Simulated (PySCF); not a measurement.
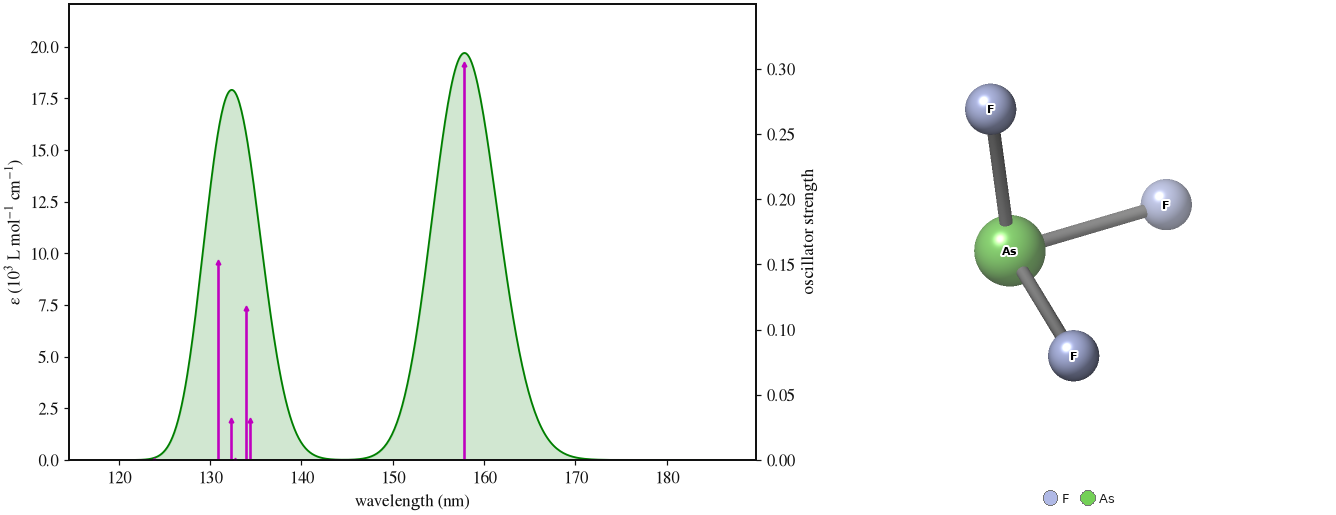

Computed absorption of AsF₃ (arsenic trifluoride), SMILES F[As](F)F. Vertical TDDFT excitations, PBE0/def2-SVPD, PySCF 2.14.0, at a PBE0-D3(BJ)/def2-SVP geometry (no frequency check), gas phase. Only the first 10 singlet excitations are included; each is broadened by a Gaussian of 1/e half-width 0.25 eV. Sticks give oscillator strengths (right axis). States within 0.01 eV of each other are merged, with their strengths summed. The highest state may be half of a pair whose partner wasn't computed.

### Which of the computed transitions is the brightest, and what character does the calculation give it?

S1/S2 at 7.85 eV (158 nm), f = 0.304, mainly HOMO → LUMO/LUMO+1.

### List the transitions behind the spectrum.

```
state  E (eV)  λ (nm)      f          main character
S1/S2    7.85     158  0.304      HOMO → LUMO/LUMO+1
S3/S4    9.23     134  0.031    HOMO−1 → LUMO/LUMO+1
   S5    9.26     134  0.117    HOMO → LUMO+2 (68 %)
   S6    9.35     133  0.000    HOMO−3 → LUMO (55 %)
S7/S8    9.37     132  0.031    HOMO−2 → LUMO/LUMO+1
   S9    9.47     131  0.152  HOMO−3 → LUMO+1 (36 %)
  S10   10.01     124  0.000    HOMO−5 → LUMO (48 %)
```

Note: core orbitals are frozen in the response.
